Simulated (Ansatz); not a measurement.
# C2H7GeN (SMILES C[CH2][Ge][NH2]): what the fields show

Input

```
crystal:
  periodic: [false, false, false]
  atoms:
    - {symbol: C, position_ang: [-0.732715, 1.222909, 0.375809]}
    - {symbol: C, position_ang: [-0.261579, -0.132999, 0.898890]}
    - {symbol: Ge, position_ang: [1.621491, -0.488074, 0.293338]}
    - {symbol: N, position_ang: [1.158386, -1.282982, -1.276229]}
    - {symbol: H, position_ang: [-0.768225, 1.241294, -0.717151]}
    - {symbol: H, position_ang: [-1.733024, 1.476616, 0.739144]}
    - {symbol: H, position_ang: [-0.065305, 2.032611, 0.688918]}
    - {symbol: H, position_ang: [-0.924822, -0.933975, 0.555561]}
    - {symbol: H, position_ang: [-0.284914, -0.140953, 1.992922]}
    - {symbol: H, position_ang: [0.213222, -1.462637, -1.581730]}
    - {symbol: H, position_ang: [1.842884, -1.588808, -1.948874]}
basis:
  gaussian: {orbitals: def2-TZVPP}
hamiltonian: {xc: pbe0, dispersion: d4}
output: {orbitals: {seedname: orbitals}}
```

Run with:

```sh
ansatz run in.yaml --threads 4 --pin off --events-out ev --progress --plain --max-ram 10444MiB
```

Geometry: PBE0-D4/def2-TZVP.

These are results of RKS PBE0-D4/def2-TZVPP in Ansatz, not measurements.

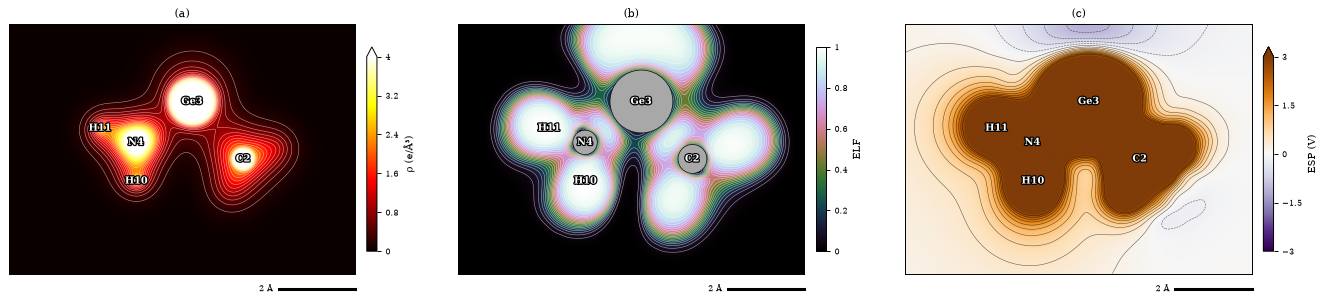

Figure 1. (a) total electron density; (b) ELF; (c) molecular electrostatic potential on the plane of atoms Ge3, N4 and H11. Grey discs cover the atomic cores in the ELF map.

Read the bonding off the picture.

- The plane passes through C, Ge, N and H nuclei.
- Ge–N (1.82 Å): the density is about 0.96 e/Å³ at the midpoint; the ELF peaks at about 0.90 in the valence shell of N, 0.6 Å from its nucleus, and is about 0.45 at the midpoint.
- C–Ge (2.01 Å): ρ is about 0.82 e/Å³ halfway; the ELF peaks at about 0.95 in the valence shell of C, 0.8 Å from its nucleus, and is about 0.75 at the midpoint.
- N–H (1.01 Å): ρ is about 2.9 e/Å³ halfway; the ELF climbs to about 1 towards the hydrogen, as it does in any bond to H; an ordinary covalent bond to hydrogen.
- Outside the dense part of the molecule the potential is most negative (−1.1 V) near Ge3.

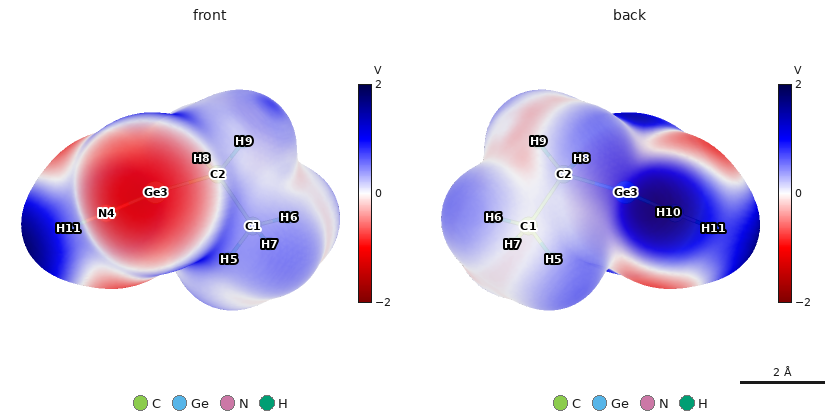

Figure 2. The molecular electrostatic potential painted on the density surface at 0.002 e/bohr³, seen from the front and from behind; the colour scale runs from red (negative) to blue (positive).

Describe the electrostatic potential map.

The most negative region (about −1.0 V, or −23 kcal/mol for a unit charge) lies over Ge3, the most positive (about +1.7 V, or +39 kcal/mol for a unit charge) over H10 and H11.

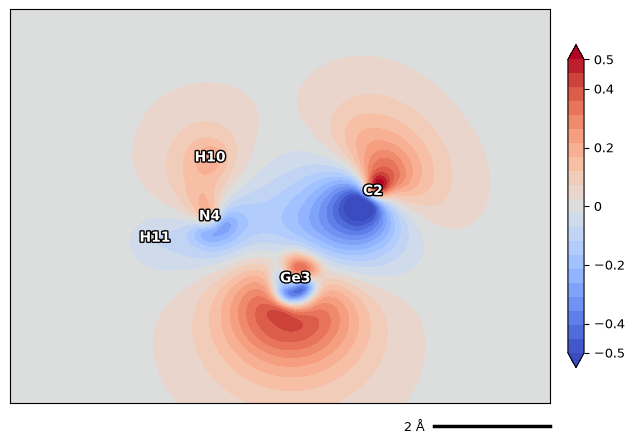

Figure 3. The HOMO on the plane of atoms H10, N4 and H11 (values in Å⁻³ᐟ²; the overall sign is arbitrary).

Where does this orbital lie, and at what energy?

By Hirshfeld shares it lies mainly on Ge3 (about 60 %) and C2 (about 20 %). Its energy is −6.07 eV.
